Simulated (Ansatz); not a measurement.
# ClFSi: atomisation energy

The task is an atomisation energy, for ClFSi.

All numbers are computed with Ansatz 0.2.0 through its Python package. Level of theory: CAM-B3LYP/aug-cc-pVDZ.

## (1) The system

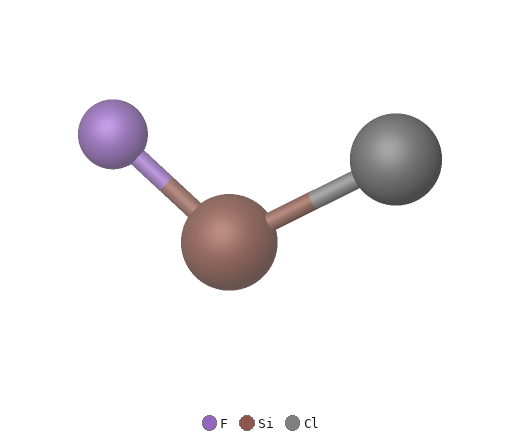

The starting structure, viewed from a chosen angle; fluorine purple, silicon brown, chlorine grey.

No structure file is read: the coordinates are typed or built in the script.

## (2) The code

The input, run_tae.py:

```python
"""Energy to split ClFSi into its atoms."""

from collections import Counter
import logging
import sys

import ansatz
from ase import Atoms

logging.basicConfig(stream=sys.stdout, format="%(levelname)s %(message)s")
logger = logging.getLogger("clfsi")
logger.setLevel(logging.INFO)


def total_energy(molecule, charge=0, unpaired=0):
    calc = molecule.calculation().basis(gaussian="aug-cc-pVDZ").functional("cam_b3lyp")
    if charge:
        calc = calc.charge(charge)
    if unpaired:
        calc = calc.spin("collinear", total=unpaired)
    return calc.run(threads=1, backend="cpu").report["free_energy_ev"]

atoms = Atoms(["F", "Si", "Cl"], positions=[
    [0.6401, -1.349, 0.1954],
    [-0.565, -0.3228, -0.3413],
    [-0.0861, 1.607, 0.1326],
])
molecule = ansatz.Crystal.molecule_from_ase(atoms)

# unpaired electrons of the ground-state atoms
unpaired = {"F": 1, "Si": 2, "Cl": 1}
counts = Counter(site.symbol for site in molecule.cartesian_sites)
atom_energy = {s: total_energy(ansatz.Crystal.molecule().atom(s, (0, 0, 0)), 0, unpaired[s]) for s in counts}
whole = total_energy(molecule, 0, 0)
for s, e in atom_energy.items():
    logger.info(f"{s:2s} x{counts[s]}  {e:14.5f} eV")
logger.info(f"ClFSi: {whole:.5f} eV")
split = sum(counts[s] * e for s, e in atom_energy.items()) - whole
logger.info(f"atomisation energy (no zero-point term): {96.485332 * split:.1f} kJ/mol, {split / sum(counts.values()):.3f} eV an atom")
```

## (3) The input behind the calls

The package turns the script's settings into the engine's input (first run):

```yaml
crystal:
  periodic: [false, false, false]
  atoms:
    - { symbol: F, position_ang: [0.0, 0.0, 0.0] }
basis:
  gaussian:
    orbitals: aug-cc-pVDZ
hamiltonian:
  xc: cam_b3lyp
magnetization:
  spin_polarized: true
  initial_magnetization: 1.0
```

## (4) Running it

Run with:

```console
$ python run_tae.py
```

Standard output:

```text
INFO F  x1     -2713.41317 eV
INFO Si x1     -7874.28055 eV
INFO Cl x1    -12521.60614 eV
INFO ClFSi: -23119.41172 eV
INFO atomisation energy (no zero-point term): 975.6 kJ/mol, 3.371 eV an atom
```

It took 5.7 s on 1 thread of Arm Neoverse N1, shared host; peak memory 0.22 GiB.

## (5) What changed from run to run

The engine's inputs for the other runs:

Run 2, against run 1:

```diff
@@ -4 +4 @@
-    - { symbol: F, position_ang: [0.0, 0.0, 0.0] }
+    - { symbol: Si, position_ang: [0.0, 0.0, 0.0] }
@@ -12 +12 @@
-  initial_magnetization: 1.0
+  initial_magnetization: 2.0
```

Run 3, against run 1:

```diff
@@ -4 +4 @@
-    - { symbol: F, position_ang: [0.0, 0.0, 0.0] }
+    - { symbol: Cl, position_ang: [0.0, 0.0, 0.0] }
```

Run 4, against run 1:

```diff
@@ -4 +4,3 @@
-    - { symbol: F, position_ang: [0.0, 0.0, 0.0] }
+    - { symbol: F, position_ang: [0.6401, -1.349, 0.1954] }
+    - { symbol: Si, position_ang: [-0.565, -0.3228, -0.3413] }
+    - { symbol: Cl, position_ang: [-0.0861, 1.607, 0.1326] }
@@ -10,3 +11,0 @@
-magnetization:
-  spin_polarized: true
-  initial_magnetization: 1.0
```

## (6) Run by run

From the records of these 4 runs:

| run | system | unpaired or total moment | energy (eV) | <S²> | SCF cycles | CPU time (s) |
| --- | --- | --- | --- | --- | --- | --- |
| 1 | F | 1 | -2713.4132 | 0.75 | 12 | 0.32 |
| 2 | Si | 2 | -7874.2805 | 2.00 | 11 | 0.58 |
| 3 | Cl | 1 | -12521.6061 | 0.75 | 14 | 0.63 |
| 4 | ClFSi | not set | -23119.4117 | 0.00 | 16 | 3.4 |

Totals carry meaning only in balanced differences at one level of theory.

## (7) Results

| quantity | value |
| --- | --- |
| atomisation energy, no zero point | 975.6 kJ/mol |
| runs compared | 4 |

Zero-point motion and spin-orbit terms of the atoms are left out, and both would lower it. 975.6 kJ/mol from the electronic energies, without the zero-point term. The geometry is a force-field or estimated start, not a minimum of this method, and the basis set is short of its limit. All parts are taken at fixed geometry, without zero-point energy. For Al to Cl the sets with a tight d function, cc-pV(X+d)Z, are usual.
